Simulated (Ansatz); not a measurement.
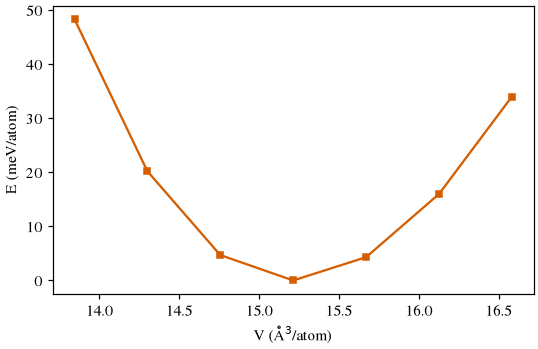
Fig. 1. HgO (NiAs type, P6_3/mmc) under volume change, DFT-PBE in the program Ansatz with PAW potentials, shape and atoms relaxed at each volume.

What does a third-order Birch–Murnaghan fit give for V₀, B₀ and B′?

V₀ = 15.21 Å³/atom, B₀ = 104 GPa, B′ = 4.8.

The cell is a constructed one: a structure type filled with these elements; neither database checked (COD, Materials Project) lists it. COD files the formula under space group No. 44, 62, so this cell is another polymorph or a model. Whether it is the stable phase at ambient conditions was not checked. The cell was relaxed with PBE under the symmetry of its start; whether a distortion lowers the energy is not shown. Scalar-relativistic: spin–orbit coupling is off unless named, which matters more the heavier the elements.

Potentials: the later of the program's two PAW sets.
